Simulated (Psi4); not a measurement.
# BrF (bromine fluoride): FNO-CCSD(T)/aug-cc-pVDZ (occ tolerance 1e-06, sweep point 6)

Aim: the energy change on altering one bond length of BrF (bromine fluoride) at FNO-CCSD(T)/aug-cc-pVDZ (occ tolerance 1e-06, sweep point 6), from 2 runs. Input form: a Python script.

The calculation is run with Psi4 1.11.

### Step 1. The system as given

BrF has 2 atoms, charge 0, and is taken as a singlet. As SMILES, `FBr`. Geometry: relaxed at GFN2-xTB.

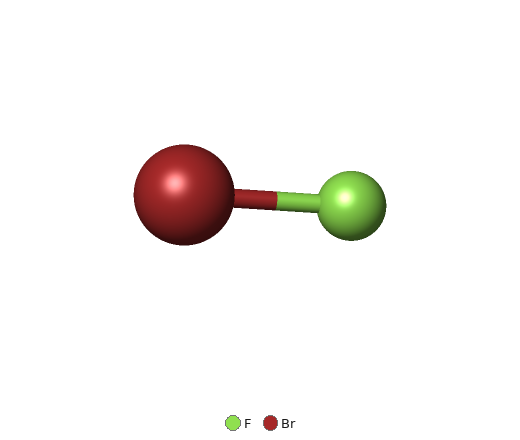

The structure, seen from a chosen angle (fluorine green, bromine red).

### Step 2. A single-point energy at FNO-CCSD(T)/aug-cc-pVDZ (occ tolerance 1e-06, sweep point 6)

Input file calc.py:

```python
import psi4

psi4.set_memory(1600000000)
psi4.set_num_threads(1)
psi4.set_output_file('psi4.out', False)

m = psi4.geometry("""
0 1
F      0.00000000     0.00000000     0.00000000
Br     0.00000000     0.00000000     3.40139364
units au
symmetry c1
""")

psi4.set_options(dict(basis='aug-cc-pVDZ', reference='rhf', puream=True, scf_type='pk', num_frozen_docc=10, occ_tolerance=1e-06))

e, wfn = psi4.energy("fno-ccsd(t)", return_wfn=True)
print(f'total energy {e:.8f} hartree = {e * 27.211386:.5f} eV')
```

Started as:

```sh
python calc.py
```

psi4.out:

```text
[...]
  Running in c1 symmetry.
[...]
  Nuclear repulsion =   92.609098898650259
[...]
  Multiplicity = 1
[...]
  Nalpha       = 22
  Nbeta        = 22
[...]
    Number of basis functions: 59
[...]
   @RHF iter   1: -2671.70516240590678   -2.01513e+00   7.86227e-03 DIIS/ADIIS
[...]
   @RHF iter  10: -2671.76463406720677   -4.32010e-11   8.09284e-09 DIIS
[...]
    Orbital Energies [Eh]
    ---------------------
    Doubly Occupied:
       1A   -490.164211     2A    -65.297299     3A    -58.655328
       4A    -58.652209     5A    -58.652209     6A    -26.346401
       7A     -9.945371     8A     -7.561996     9A     -7.546353
      10A     -7.546353    11A     -3.301500    12A     -3.293998
      13A     -3.293998    14A     -3.274485    15A     -3.274485
      16A     -1.599513    17A     -1.037763    18A     -0.689030
      19A     -0.689030    20A     -0.657885    21A     -0.459438
      22A     -0.459438
[...]
  @RHF Final Energy: -2671.76463406720677
   => Energetics <=
    Nuclear Repulsion Energy =             92.6090988986502595
    One-Electron Energy =               -3903.9508804064462311
    Two-Electron Energy =                1139.5771474405892150
    Total Energy =                      -2671.7646340672067709
[...]
 Multipole Moments:
 ------------------------------------------------------------------------------------
     Multipole            Electronic (a.u.)      Nuclear  (a.u.)        Total (a.u.)
 ------------------------------------------------------------------------------------
 L = 1.  Multiply by 2.5417464519 to convert [e a0] to [Debye]
 Dipole X            :          0.0000000            0.0000000            0.0000000
 Dipole Y            :          0.0000000            0.0000000            0.0000000
 Dipole Z            :          2.2941878           -1.5743408            0.7198471
 Magnitude           :                                                    0.7198471
[...]
      * MP2 total energy:                  -2672.118605695277
[...]
      * MP2 total energy:                  -2672.118605695277
[...]
      * MP3 total energy:                  -2672.124059807377
[...]
      * CCSD total energy:                 -2672.129836454894
[...]
      * CCSD(T) total energy               -2672.140390269234
[...]
```

On the terminal:

```text
total energy -2672.14039027 hartree = -72712.64361 eV
```

Wall time 8.1 s (1 thread of Intel Xeon 6975P-C (Granite Rapids), shared host); peak memory 0.41 GiB.

### Step 3. The distorted shape at the same level

Input file calc.py:

```python
import psi4

psi4.set_memory('1600 MB')
psi4.set_num_threads(1)
psi4.core.set_output_file('run.log', False)

geom = psi4.geometry("""
0 1
F      0.00000000     0.00000000    -2.72113003
Br     0.00000000     0.00000000     3.40139364
units au
symmetry c1
""")

psi4.set_options({
    'basis': 'aug-cc-pVDZ',
    'puream': True,
    'scf_type': 'pk',
    'num_frozen_docc': 10,
    'occ_tolerance': 1e-06,
})

energy_value = psi4.energy("fno-ccsd(t)")
print(f'fno-ccsd(t) energy: {energy_value:.10f} Eh')
```

Started as:

```sh
python calc.py
```

run.log:

```text
[...]
  Running in c1 symmetry.
[...]
  Nuclear repulsion =   51.449372346812019
[...]
  Multiplicity = 1
[...]
  Nalpha       = 22
  Nbeta        = 22
[...]
    Number of basis functions: 59
[...]
   @RHF iter   1: -2671.38588614467517   -2.18944e+00   1.04680e-02 DIIS/ADIIS
[...]
   @RHF iter  12: -2671.55495236309389   -1.36424e-11   3.03229e-09 DIIS
[...]
    Orbital Energies [Eh]
    ---------------------
    Doubly Occupied:
       1A   -490.230357     2A    -65.362865     3A    -58.721165
       4A    -58.717526     5A    -58.717526     6A    -26.288701
       7A    -10.008701     8A     -7.626496     9A     -7.608339
      10A     -7.608339    11A     -3.365246    12A     -3.357814
      13A     -3.357814    14A     -3.335602    15A     -3.335602
      16A     -1.468737    17A     -1.079346    18A     -0.588240
      19A     -0.588240    20A     -0.526674    21A     -0.526674
      22A     -0.438378
[...]
  @RHF Final Energy: -2671.55495236309389
   => Energetics <=
    Nuclear Repulsion Energy =             51.4493723468120194
    One-Electron Energy =               -3820.2918815202533551
    Two-Electron Energy =                1097.2875568103470414
    Total Energy =                      -2671.5549523630943440
[...]
 Multipole Moments:
 ------------------------------------------------------------------------------------
     Multipole            Electronic (a.u.)      Nuclear  (a.u.)        Total (a.u.)
 ------------------------------------------------------------------------------------
 L = 1.  Multiply by 2.5417464519 to convert [e a0] to [Debye]
 Dipole X            :         -0.0000000            0.0000000           -0.0000000
 Dipole Y            :          0.0000000            0.0000000            0.0000000
 Dipole Z            :          5.1218805           -2.8338204            2.2880601
 Magnitude           :                                                    2.2880601
[...]
      * MP2 total energy:                  -2672.000478662610
[...]
      * MP2 total energy:                  -2672.000478662610
[...]
      * MP3 total energy:                  -2671.993802970048
[...]
      * CCSD total energy:                 -2672.010441178898
[...]
      * CCSD(T) total energy               -2672.075091054497
[...]
```

The script printed:

```text
fno-ccsd(t) energy: -2672.0750910545 Eh
```

Wall time 8.1 s (1 thread of Intel Xeon 6975P-C (Granite Rapids), shared host); peak memory 0.41 GiB.

### Step 4. Summary of results

At FNO-CCSD(T)/aug-cc-pVDZ (occ tolerance 1e-06, sweep point 6), 10 core orbitals frozen:

| quantity | value |
| --- | --- |
| first shape: total energy | -2672.14039 Eh |
| first shape: HOMO energy (Hartree–Fock orbitals) | -12.50 eV |
| first shape: LUMO energy (Hartree–Fock orbitals) | 0.06 eV |
| first shape: HOMO–LUMO gap (Hartree–Fock orbitals) | 12.56 eV |
| first shape: correlation energy (10 core orbitals frozen) | -375.8 mEh |
| first shape: (T) correction | -10.55 mEh |
| first shape: T1 diagnostic | 0.011 |
| distorted shape: total energy | -2672.07509 Eh |
| distorted shape: HOMO energy (Hartree–Fock orbitals) | -11.93 eV |
| distorted shape: LUMO energy (Hartree–Fock orbitals) | -5.85 eV |
| distorted shape: HOMO–LUMO gap (Hartree–Fock orbitals) | 6.08 eV |
| distorted shape: correlation energy (10 core orbitals frozen) | -520.1 mEh |
| distorted shape: (T) correction | -64.65 mEh |
| distorted shape: T1 diagnostic | 0.059 |
| energy change with the F1–Br2 bond stretched from 1.800 to 3.240 Å | 1.777 eV |

**Reading.** One bond (distorted shape) is far stretched, which a spin-restricted single reference describes badly; perturbation theory on it can break down and give far too much correlation. With the F1–Br2 bond stretched from 1.800 to 3.240 Å the energy rises by 1.78 eV (41 kcal/mol). The first shape isn't relaxed at this level, so the change isn't measured from a minimum. A restricted reference can't describe the breaking bond well at this length. The triples (first shape) make up 2.8 % of the correlation energy. The T1 diagnostic (distorted shape) of 0.059 is above the customary mark for such species, so a single reference may not serve. The triples (distorted shape) make up 12.4 % of the correlation energy.
